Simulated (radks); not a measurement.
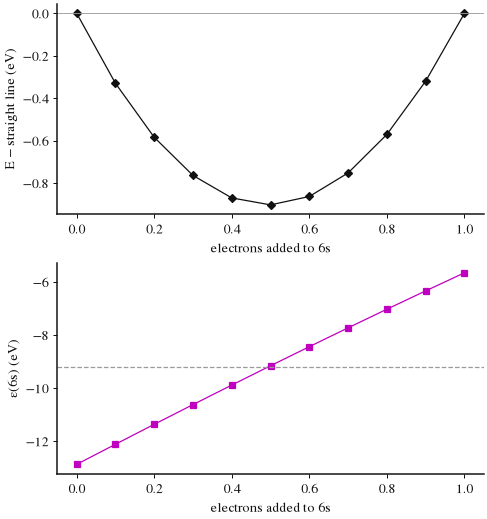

The occupation of the 6s shell is varied from Pt⁺ ([Xe] 4f14 5d9) to Pt ([Xe] 4f14 5d9 6s1), with spherical fractional occupations. The plot shows the total energy less the straight line between the end points, and the eigenvalue of 6s (the dashed line is minus the energy to take the whole electron out). The values are computed.

Was this Hartree-Fock or a semilocal functional, and how does the plot tell?

It was a semilocal functional (LDA, GGA or meta-GGA): scalar-relativistic Kohn-Sham, PBE, spin-unpolarised, spherical densities, point nucleus, computed with the in-house radial solver radks. The curve is convex (below the straight line), with the largest deviation among the points computed, −0.90 eV, at 0.5. The end points differ by 9.19 eV, the energy to take the electron out. The eigenvalue, which is the slope of the energy (Janak's theorem), moves from −12.9 eV at 0 to −5.66 eV at 1; for a straight line it would stay constant, and a parabola would sag by an eighth of this change, scaled to a whole electron, 0.90 eV. Convexity is the delocalisation error: fractional charges are too low in energy. For an s shell Hartree-Fock would as a rule bend the other way.
